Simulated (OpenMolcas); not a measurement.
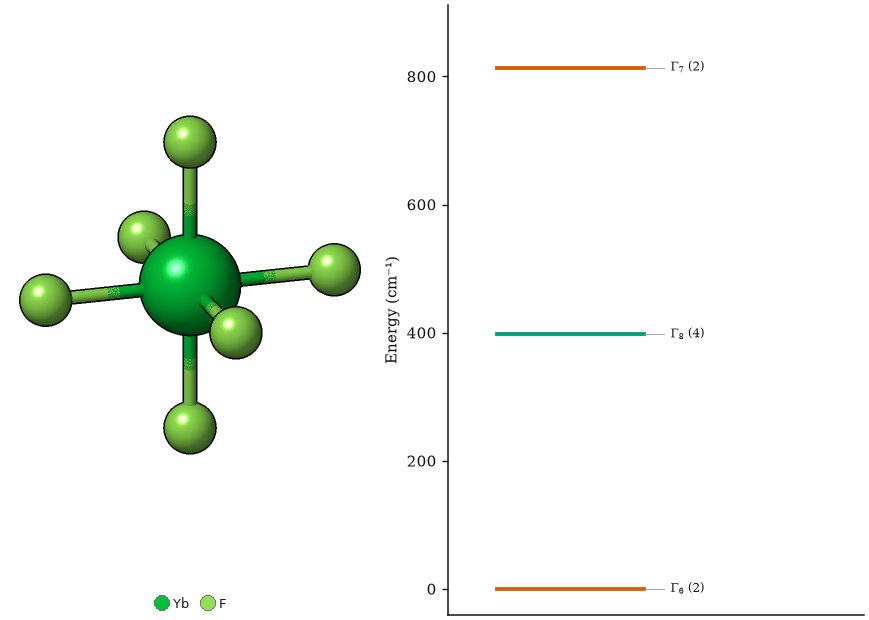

Yb³⁺ (4f¹³) as a dopant in Cs₂NaYF₆, a cluster with its 6 nearest F⁻ at 2.082 Å (octahedron) embedded in model potentials and point charges; the geometry was set, not optimised, and its levels. Labels give the representation in O, Td, D4 or D3 as the site allows (double group for half-integer spin) where it could be assigned and, in brackets, the degeneracy; spin-free states, where drawn, share the zero of the spin-orbit levels. Level of the calculation: state-averaged CASSCF, active space 13 electrons in the shell 4f, basis ANO-RCC-VDZP on all atoms, DKH2 scalar Hamiltonian, spin-orbit coupling by RASSI with atomic mean-field integrals (OpenMolcas).

Q: Give the ground level and the first gap.

A: The ground level is Γ₆, a Kramers doublet, 100 % from states of spin multiplicity 2, effective J = 3.49, with |mJ| = 1/2 the largest share (58 %). Its principal g values are 2.64, 2.64 and 2.64, isotropic. The next level lies at 397 cm⁻¹ (Γ₈). The lowest J multiplet spreads over 814 cm⁻¹. The active orbitals hold 99 to 100 % metal character (Löwdin), and the Mulliken charge of the metal is +2.81.

Limits of the model: the geometry is set by hand, with no relaxation and no charge compensation.
